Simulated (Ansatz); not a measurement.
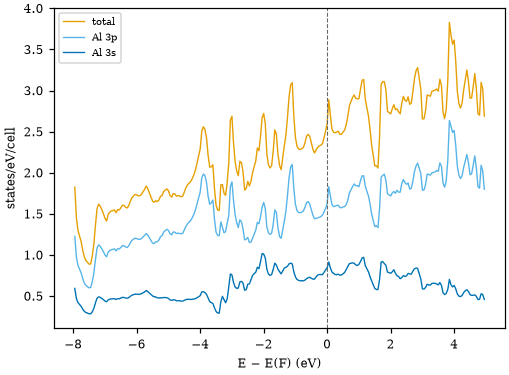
Total and projected density of states of Al in space group Fd-3m (No. 227; Al on 8a, Al on 16d), PBEsol in the plane-wave PAW code Ansatz

Task: Which orbitals carry the states next to the Fermi level?

Result: Within 0.5 eV of the Fermi level: Al 3p 64 %, Al 3s 32 %. Projections are on Löwdin-orthogonalised atomic valence shells; empty p or d shells of many metals are not among them.

Task: Where is the tallest occupied peak in this window, and what makes it?

Result: Near -1.1 eV, about 3.1 states/eV per cell; the largest projected share is Al 3p.

The start of the workflow was typed in or built on a structure type; neither database checked (COD, Materials Project) lists it. It is not the phase usual at ambient conditions (space group No. 225). Symmetry was held in the PBEsol relaxation. At this level the phase is dynamically unstable (imaginary phonons).

Potentials: the later of the program's two PAW sets.
